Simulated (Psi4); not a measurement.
# CH5InO2 (SMILES [CH3][In]([OH])[OH]): a chain of runs

Aim: a structure relaxation (singlet CH5InO2, PBE/def2-SVPD), then a single-point energy (doublet [CH5InO2]+, UPBE/def2-SVPD), then a geometry optimisation (doublet [CH5InO2]+, UPBE/def2-SVPD), then the energy (doublet [CH5InO2]−, UPBE/def2-SVPD), then a geometry optimisation (doublet [CH5InO2]−, UPBE/def2-SVPD) of CH5InO2. 

Program for the calculation: Psi4 1.11.

### Step 1. Starting point

CH5InO2: 9 atoms, total charge 0, spin state singlet. SMILES: `[CH3][In]([OH])[OH]`. Geometry: relaxed at PBE0-D4/def2-TZVP. This is one conformer, not always the lowest. The run starts from this shape.

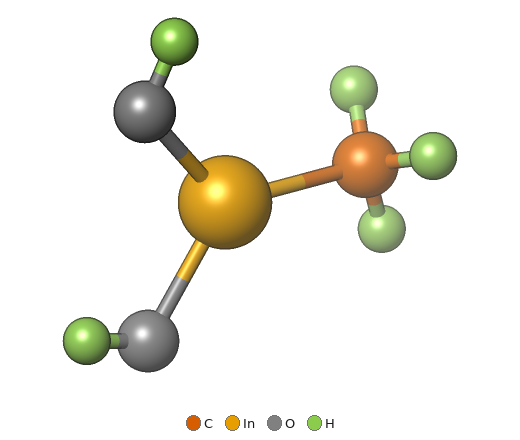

Viewed from a chosen angle; carbon orange, indium amber, oxygen grey, hydrogen green.

### Step 2. A structure relaxation at PBE/def2-SVPD (density fitting, core potential) (run 1)

Contents of ch5ino2.xyz:

```xyz
9
CH5InO2
C     -0.086600     0.920200    -1.366200
In     0.122900    -0.336100     0.337800
O      1.440800    -1.806000     0.500900
O     -0.898600    -0.312900     2.048600
H     -1.126400     0.929200    -1.692800
H      0.212100     1.936300    -1.107700
H      0.547500     0.548900    -2.169800
H      1.365500    -2.243400     1.353100
H     -1.577100     0.363700     2.096100
```

Contents of ch5ino2.py:

```python
import psi4

psi4.set_memory(1600000000)
psi4.set_num_threads(1)
psi4.core.set_output_file('output.dat', False)

with open('ch5ino2.xyz') as f:
    atoms = ''.join(f.readlines()[2:])
geom = psi4.geometry('0 1\n' + atoms + 'symmetry c1')

E, wfn = psi4.optimize("pbe/def2-SVPD", molecule=geom, return_wfn=True)
print(f'total energy {E:.8f} hartree = {E * 27.211386:.5f} eV')
print(geom.to_string(dtype='xyz', units='Angstrom'))
for k, v in sorted(psi4.core.scalar_variables().items()):
    print(f'{k:45s} {v:18.10f}')
```

On the command line:

```
$ python ch5ino2.py
```

output.dat:

```text
[...]
    !!!  WARNING: ECP capability is in beta. Please check occupations closely.  !!!
[...]
  Running in c1 symmetry.
[...]
  Nuclear repulsion =  195.945457834317949
[...]
  Multiplicity = 1
[...]
  Nalpha       = 24
  Nbeta        = 24
[...]
    Number of basis functions: 138
[...]
   @DF-RKS iter   1:  -380.47731210777459   -5.29390e-01   1.03331e-02 DIIS/ADIIS
[...]
    !!!  WARNING: ECP capability is in beta. Please check occupations closely.  !!!
[...]
   @DF-RKS iter   7:  -381.38071062669724   -1.87583e-12   3.63957e-09 DIIS
[...]
  @DF-RKS Final Energy:  -381.38071062669724
   => Energetics <=
    Nuclear Repulsion Energy =            191.8170760168764559
    One-Electron Energy =                -978.6660953059961230
    Two-Electron Energy =                 446.3559234776845415
    DFT Exchange-Correlation Energy =     -40.8876148152620615
    Empirical Dispersion Energy =           0.0000000000000000
    VV10 Nonlocal Energy =                  0.0000000000000000
    Total Energy =                       -381.3807106266972369
[...]
 Multipole Moments:
 ------------------------------------------------------------------------------------
     Multipole            Electronic (a.u.)      Nuclear  (a.u.)        Total (a.u.)
 ------------------------------------------------------------------------------------
 L = 1.  Multiply by 2.5417464519 to convert [e a0] to [Debye]
 Dipole X            :         -0.2332296           -0.3208805           -0.5541101
 Dipole Y            :          0.2736593            0.6984768            0.9721361
 Dipole Z            :         -0.0967918           -0.5430937           -0.6398855
 Magnitude           :                                                    1.2890074
[...]
  -Total Gradient:
     Atom            X                  Y                   Z
    ------   -----------------  -----------------  -----------------
       1       -0.000017415331    -0.000027927338     0.000054171151
       2        0.000011766337     0.000024743126    -0.000050855818
       3       -0.000026932083     0.000017135151     0.000037418817
       4        0.000005857985    -0.000029582850     0.000015522408
       5        0.000006519981     0.000015510449    -0.000027665590
       6        0.000021732367     0.000008228718    -0.000028797809
       7        0.000014731583    -0.000017910078    -0.000016231029
       8       -0.000005428967    -0.000002460908     0.000013601703
       9       -0.000016325641     0.000032728014    -0.000021313487
[...]
```

Run time: 1.9 min. Hardware: 1 thread of Intel Xeon Platinum 8375C at 2.90GHz (Ice Lake), shared host; peak memory 1.1 GiB.

Step by step:

```tsv
step	energy from the first frame kept (eV)	largest force (eV/Å)
0	0.0000	0.9507
1	-0.0739	0.2161
2	-0.0780	0.0574
3	-0.0786	0.0324
4	-0.0789	0.0135
5	-0.0789	0.0083
6	-0.0790	0.0089
7	-0.0790	0.0058
8	-0.0791	0.0033
```

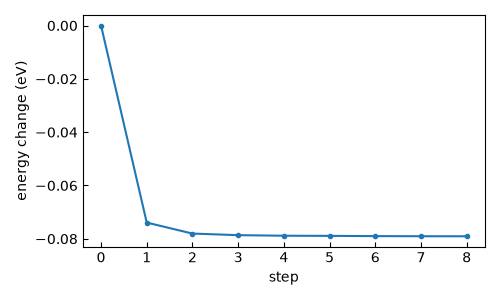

Energy along the run.

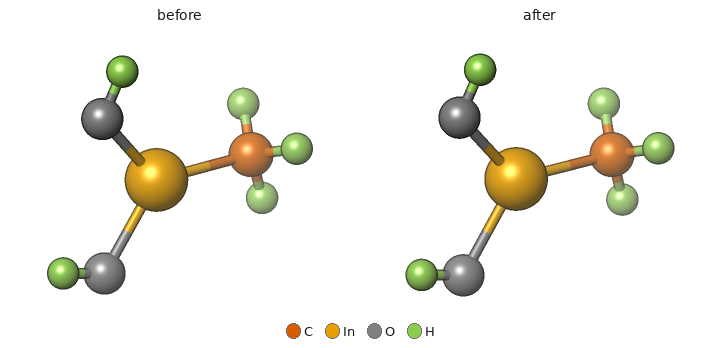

Before and after, at one scale.

After the run. Bond lengths: C1–In2 2.157 Å, In2–O3 2.035 Å, In2–O4 2.047 Å, C1–H5 1.105 Å, C1–H6 1.105 Å, C1–H7 1.104 Å, O3–H8 0.975 Å, O4–H9 0.974 Å. Some angles: C1–In2–O3 123.3°, C1–In2–O4 130.7°, O3–In2–O4 106.0°, In2–C1–H5 109.6°, In2–C1–H6 109.3°, In2–C1–H7 108.7°, In2–O3–H8 109.9°, In2–O4–H9 113.3°, H5–C1–H6 109.3°, H5–C1–H7 110.1°.

### Step 3. The doublet cation: the energy at UPBE/def2-SVPD (density fitting, core potential) (run 2)

Contents of ch5ino2.dat:

```
memory 1.6 GB

molecule m {
  1 2
  C
  In 1 r2
  O 2 r3 1 a3
  O 2 r4 3 a4 1 d4
  H 1 r5 2 a5 3 d5
  H 1 r6 5 a6 2 d6
  H 1 r7 5 a7 6 d7
  H 3 r8 2 a8 4 d8
  H 4 r9 2 a9 3 d9

  r2 = 2.157164
  r3 = 2.035248
  a3 = 123.34827
  r4 = 2.046913
  a4 = 105.99249
  d4 = -179.96206
  r5 = 1.104994
  a5 = 109.56659
  d5 = 126.60298
  r6 = 1.10529
  a6 = 109.33835
  d6 = -119.77812
  r7 = 1.104294
  a7 = 110.05017
  d7 = -120.75768
  r8 = 0.975067
  a8 = 109.88657
  d8 = -0.09
  r9 = 0.973674
  a9 = 113.33425
  d9 = 179.95531
  units angstrom
  symmetry c1
}

set reference uks

result, w = energy("pbe/def2-SVPD", return_wfn=True)
```

On the command line:

```
$ psi4 -i ch5ino2.dat -o ch5ino2.out -n 1
```

ch5ino2.out:

```text
[...]
    !!!  WARNING: ECP capability is in beta. Please check occupations closely.  !!!
[...]
  Running in c1 symmetry.
[...]
  Nuclear repulsion =  191.817075330261673
[...]
  Multiplicity = 2
[...]
  Nalpha       = 24
  Nbeta        = 23
[...]
    Number of basis functions: 138
[...]
   @DF-UKS iter   1:  -380.45942637663478   -5.25427e-01   7.93106e-03 DIIS/ADIIS
[...]
   @DF-UKS iter  32:  -381.02378262519460   -1.70046e-08   7.43646e-07 DIIS
[...]
   @S^2 Observed:                7.554504315E-01
[...]
    Orbital Energies [Eh]
    ---------------------
    Alpha Occupied:
       1A    -19.020416     2A    -19.019458     3A    -10.117425
       4A     -4.717468     5A     -3.164337     6A     -3.156493
       7A     -3.154923     8A     -1.119954     9A     -1.117940
      10A     -0.932484    11A     -0.925327    12A     -0.924468
      13A     -0.923668    14A     -0.917197    15A     -0.809152
      16A     -0.663252    17A     -0.637361    18A     -0.562071
      19A     -0.556066    20A     -0.555110    21A     -0.530984
      22A     -0.519957    23A     -0.511340    24A     -0.484449
    Alpha Virtual:
      25A     -0.292036    26A     -0.257153    27A     -0.195704
[...]
  @DF-UKS Final Energy:  -381.02378262519460
   => Energetics <=
    Nuclear Repulsion Energy =            191.8170753302616731
    One-Electron Energy =                -967.5771405347546761
    Two-Electron Energy =                 435.3158190164759844
    DFT Exchange-Correlation Energy =     -40.5795364371775520
    Empirical Dispersion Energy =           0.0000000000000000
    VV10 Nonlocal Energy =                  0.0000000000000000
    Total Energy =                       -381.0237826251945989
[...]
 Multipole Moments:
 ------------------------------------------------------------------------------------
     Multipole            Electronic (a.u.)      Nuclear  (a.u.)        Total (a.u.)
 ------------------------------------------------------------------------------------
 L = 1.  Multiply by 2.5417464519 to convert [e a0] to [Debye]
 Dipole X            :         -0.0073020            0.0203863            0.0130843
 Dipole Y            :          0.3032094            0.3466098            0.6498192
 Dipole Z            :          0.3567721           -0.8747670           -0.5179949
 Magnitude           :                                                    0.8311166
[...]
```

Run time: 39 s. Hardware: 1 thread of Intel Xeon Platinum 8375C at 2.90GHz (Ice Lake), shared host; peak memory 0.94 GiB.

### Step 4. The doublet cation: a structure relaxation at UPBE/def2-SVPD (density fitting) (run 3)

Contents of input.inp:

```
memory 1600 mb

molecule molecule1 {
  1 2
  C     -0.074102     0.930168    -1.403041
  In     0.117989    -0.330283     0.336994
  O      1.476115    -1.839250     0.481036
  O     -0.911804    -0.327635     2.105997
  H     -1.123641     0.926410    -1.748678
  H      0.221230     1.962513    -1.140918
  H      0.587356     0.540801    -2.196975
  H      1.393896    -2.277849     1.348000
  H     -1.597068     0.362517     2.152305
  symmetry c1
}

set {
  basis def2-SVPD
  reference uks
  geom_maxiter 50
}

E = optimize('pbe')
print_variables()
```

On the command line:

```
$ psi4 -i input.inp -o input.out -n 1
```

input.out:

```text
Psi4 1.11 release

gradient() will perform analytic gradient computation.

   => Loading Basis Set <=

    Name: DEF2-SVPD
    Role: ORBITAL
    Keyword: BASIS

    !!!  WARNING: ECP capability is in beta. Please check occupations closely.  !!!

         ---------------------------------------------------------
                                   SCF
                              UKS Reference
                        1 Threads,   1525 MiB Core
         ---------------------------------------------------------

  ==> Geometry <==

    Molecular point group: c1
    Full point group: C1

    Geometry (in Angstrom), charge = 1, multiplicity = 2:

[... 150 lines left out ...]
   @DF-UKS iter   1:  -380.47410419875564   -5.78600e-01   7.82946e-03 DIIS/ADIIS
[... 12 lines left out ...]
   @DF-UKS iter  81:  -381.02374958323020   -1.49717e-08   1.94645e-06 DIIS
[... 19 lines left out ...]
   @S   Observed:                5.000000000E-01
[... 80 lines left out ...]
 Dipole Z            :          0.4141485           -0.5430868           -0.1289382
[... 122 lines left out ...]
   @DF-UKS iter   9:  -381.03338113349821   -4.02312e-07   1.67394e-06 DIIS
[... 56 lines left out ...]
    Final Occupation by Irrep:
[... 85 lines left out ...]
    Weights Tolerance      =       1.00E-15
[... 29 lines left out ...]
	 - Coordinate -           - BOHR/RAD -       - ANG/DEG -
	 R(1,2)           =         4.234091           2.240584
	 R(1,5)           =         2.087972           1.104907
	 R(1,6)           =         2.088822           1.105357
[... 25 lines of this table left out ...]
	 D(4,2,3,8)       =         1.668429          95.593939

optking.exceptions.OptError: Maximum dynamic_level reached.

Printing out the relevant lines from the Psithon --> Python processed input file:
    ""","molecule1")
    core.IO.set_default_namespace("molecule1")
    core.set_global_option("BASIS", "def2-SVPD")
    core.set_global_option("REFERENCE", "uks")
    core.set_global_option("GEOM_MAXITER", 50)
--> E = optimize('pbe')
    print_variables()

!---------------------------------!
!                                 !
!  Maximum dynamic_level reached. !
!                                 !
!---------------------------------!

    Psi4 run time: 0:06:12.39

[set-up sections that repeat, and orbital energies of the middle runs, are left out above]
```

It took 6.2 min on 1 thread of Intel Xeon Platinum 8375C at 2.90GHz (Ice Lake), shared host; peak memory 1 GiB.

No converged result was reached.

### Step 5. The doublet anion: a single-point energy at UPBE/def2-SVPD (density fitting, core potential) (run 4)

Contents of ch5ino2.xyz:

```xyz
9
CH5InO2
C     -0.074102     0.930168    -1.403041
In     0.117989    -0.330283     0.336994
O      1.476115    -1.839250     0.481036
O     -0.911804    -0.327635     2.105997
H     -1.123641     0.926410    -1.748678
H      0.221230     1.962513    -1.140918
H      0.587356     0.540801    -2.196975
H      1.393896    -2.277849     1.348000
H     -1.597068     0.362517     2.152305
```

Contents of calc.py:

```python
import psi4

psi4.set_memory(1600000000)
psi4.set_num_threads(1)
psi4.set_output_file('run.log', False)

with open('ch5ino2.xyz') as f:
    atoms = ''.join(f.readlines()[2:])
molecule = psi4.geometry('-1 2\n' + atoms + 'symmetry c1')

psi4.set_options(dict(basis='def2-SVPD', reference='uks'))

result, w = psi4.energy("PBE", return_wfn=True)
print(f'total energy {result:.8f} hartree = {result * 27.211386:.5f} eV')
for k, v in sorted(psi4.core.scalar_variables().items()):
    print(f'{k:45s} {v:18.10f}')
```

On the command line:

```
$ python calc.py
```

run.log:

```text
[...]
    !!!  WARNING: ECP capability is in beta. Please check occupations closely.  !!!
[...]
  Running in c1 symmetry.
[...]
  Nuclear repulsion =  191.817068188108522
[...]
  Multiplicity = 2
[...]
  Nalpha       = 25
  Nbeta        = 24
[...]
    Number of basis functions: 138
[...]
   @DF-UKS iter   1:  -380.19402961517125   -2.98525e-01   1.13141e-02 ADIIS/DIIS
[...]
   @DF-UKS iter  12:  -381.38634075064977   -4.63048e-08   5.99610e-07 DIIS
[...]
   @S^2 Observed:                7.507706517E-01
[...]
    Orbital Energies [Eh]
    ---------------------
    Alpha Occupied:
       1A    -18.575928     2A    -18.574275     3A     -9.747799
       4A     -4.303205     5A     -2.750126     6A     -2.742174
       7A     -2.740790     8A     -0.684792     9A     -0.682107
      10A     -0.523930    11A     -0.512194    12A     -0.511833
      13A     -0.510941    14A     -0.503330    15A     -0.454966
      16A     -0.248400    17A     -0.224214    18A     -0.214038
      19A     -0.210515    20A     -0.158121    21A     -0.100748
      22A     -0.092045    23A     -0.088114    24A     -0.072758
      25A      0.062007
    Alpha Virtual:
[...]
  @DF-UKS Final Energy:  -381.38634075064977
   => Energetics <=
    Nuclear Repulsion Energy =            191.8170681881085216
    One-Electron Energy =                -987.0319755423238348
    Two-Electron Energy =                 454.8836531693898451
    DFT Exchange-Correlation Energy =     -41.0550865658243538
    Empirical Dispersion Energy =           0.0000000000000000
    VV10 Nonlocal Energy =                  0.0000000000000000
    Total Energy =                       -381.3863407506497651
[...]
 Multipole Moments:
 ------------------------------------------------------------------------------------
     Multipole            Electronic (a.u.)      Nuclear  (a.u.)        Total (a.u.)
 ------------------------------------------------------------------------------------
 L = 1.  Multiply by 2.5417464519 to convert [e a0] to [Debye]
 Dipole X            :          0.1305869           -0.3208794           -0.1902925
 Dipole Y            :         -0.1594766            0.6984720            0.5389954
 Dipole Z            :         -0.0162875           -0.5430868           -0.5593742
 Magnitude           :                                                    0.7997667
[...]
```

The script printed:

```text
total energy -381.38634075 hartree = -10378.05093 eV
CURRENT ENERGY                                   -381.3863407506
CURRENT REFERENCE ENERGY                         -381.3863407506
DD SOLVATION ENERGY                                 0.0000000000
DFT FUNCTIONAL TOTAL ENERGY                      -381.3863407506
DFT TOTAL ENERGY                                 -381.3863407506
DFT VV10 ENERGY                                     0.0000000000
DFT XC ENERGY                                     -41.0550865658
GRID ELECTRONS ALPHA                               25.0000525644
GRID ELECTRONS BETA                                24.0000191001
GRID ELECTRONS TOTAL                               49.0000716645
NUCLEAR REPULSION ENERGY                          191.8170681881
ONE-ELECTRON ENERGY                              -987.0319755423
PCM POLARIZATION ENERGY                             0.0000000000
PE ENERGY                                           0.0000000000
SCF ITERATION ENERGY                             -381.3863407506
SCF ITERATIONS                                     12.0000000000
SCF TOTAL ENERGY                                 -381.3863407506
TWO-ELECTRON ENERGY                               454.8836531694
XC GRID RADIAL POINTS                              75.0000000000
XC GRID SPHERICAL POINTS                          302.0000000000
XC GRID TOTAL POINTS                           196144.0000000000
```

It took 17 s on 1 thread of Intel Xeon Platinum 8375C at 2.90GHz (Ice Lake), shared host; peak memory 0.94 GiB.

### Step 6. The doublet anion: a structure relaxation at UPBE/def2-SVPD (density fitting) (run 5)

Contents of input.inp:

```
memory 1.6 GB

molecule system {
  -1 2
  C     -0.14003249     1.75776277    -2.65136323
  In     0.22296690    -0.62414441     0.63682637
  O      2.78945308    -3.47567877     0.90902630
  O     -1.72305984    -0.61914042     3.97975755
  H     -2.12337375     1.75066118    -3.30452250
  H      0.41806411     3.70861209    -2.15602255
  H      1.10994198     1.02196578    -4.15168105
  H      2.63408169    -4.30451076     2.54735082
  H     -3.01802112     0.68505785     4.06726699
  units au
  symmetry c1
}

set globals {
  basis        def2-SVPD
  reference    uks
  geom_maxiter 50
}

result, w = opt("pbe", return_wfn=True)
print_variables()
```

On the command line:

```
$ psi4 -i input.inp -o input.out -n 1
```

input.out:

```text
Psi4 1.11 release

gradient() will perform analytic gradient computation.

   => Loading Basis Set <=

    Name: DEF2-SVPD
    Role: ORBITAL
    Keyword: BASIS

    !!!  WARNING: ECP capability is in beta. Please check occupations closely.  !!!

         ---------------------------------------------------------
                                   SCF
                              UKS Reference
                        1 Threads,   1525 MiB Core
         ---------------------------------------------------------

  ==> Geometry <==

    Molecular point group: c1
    Full point group: C1

    Geometry (in Bohr), charge = -1, multiplicity = 2:

[... 152 lines left out ...]
   @DF-UKS iter   3:  -380.87371388218355   -1.14966e+01   6.06733e-03 ADIIS/DIIS
[... 10 lines left out ...]
   @DF-UKS iter  14:  -381.38634075868782   -1.37294e-09   1.28436e-07 DIIS
[... 55 lines left out ...]
    Final Occupation by Irrep:
[... 42 lines left out ...]
 Dipole Z            :         -0.0163660           -0.5430868           -0.5594528
[... 126 lines left out ...]
   @DF-UKS iter   8:  -381.41275751949439   -1.46555e-08   1.50382e-07 DIIS
[... 61 lines left out ...]
  @DF-UKS Final Energy:  -381.41275751981004
[... 78 lines left out ...]
    Weights Tolerance      =       1.00E-15
[... 29 lines left out ...]
	 - Coordinate -           - BOHR/RAD -       - ANG/DEG -
	 R(1,2)           =         4.269095           2.259108
	 R(1,5)           =         2.091515           1.106782
	 R(1,6)           =         2.097092           1.109733
[... 25 lines of this table left out ...]
	 D(4,2,3,8)       =         0.392242          22.473787

optking.exceptions.OptError: Maximum dynamic_level reached.

Printing out the relevant lines from the Psithon --> Python processed input file:
    ""","system")
    core.IO.set_default_namespace("system")
    core.set_global_option("BASIS", "def2-SVPD")
    core.set_global_option("REFERENCE", "uks")
    core.set_global_option("GEOM_MAXITER", 50)
--> result, w = opt("pbe", return_wfn=True)
    print_variables()

!---------------------------------!
!                                 !
!  Maximum dynamic_level reached. !
!                                 !
!---------------------------------!

    Psi4 run time: 0:05:41.56

[set-up sections that repeat, and orbital energies of the middle runs, are left out above]
```

It took 5.7 min on 1 thread of Intel Xeon Platinum 8375C at 2.90GHz (Ice Lake), shared host; peak memory 1 GiB.

The iterations ended before the threshold was met.

### Step 7. What came out

```
                                                 quantity                      value
            run 1, PBE/def2-SVPD: total energy at the end              -381.38071 Eh
                      run 1, PBE/def2-SVPD: dipole moment                     3.28 D
                        run 1, PBE/def2-SVPD: HOMO energy                   -6.47 eV
                        run 1, PBE/def2-SVPD: LUMO energy                   -2.25 eV
                      run 1, PBE/def2-SVPD: HOMO–LUMO gap                    4.22 eV
                      doublet cation, run 2: total energy              -381.02378 Eh
doublet cation, run 2: HOMO energy (highest over α and β)                  -12.94 eV
 doublet cation, run 2: LUMO energy (lowest over α and β)                  -12.85 eV
                              doublet cation, run 2: ⟨S²⟩                      0.755
                       doublet anion, run 4: total energy              -381.38634 Eh
 doublet anion, run 4: HOMO energy (highest over α and β)                    1.69 eV
  doublet anion, run 4: LUMO energy (lowest over α and β)                    2.02 eV
                               doublet anion, run 4: ⟨S²⟩                      0.751
                                    doublet cation, run 3  no result (not converged)
                                     doublet anion, run 5  no result (not converged)
```

The optimisation (run 1, PBE/def2-SVPD) took 9 steps and changed the energy by -0.079 eV. The HOMO (doublet anion, run 4) lies at positive energy, 1.69 eV, as semi-local functionals often give for anions; only total energies tell whether the electron is bound. 2 of the 5 runs did not end normally.
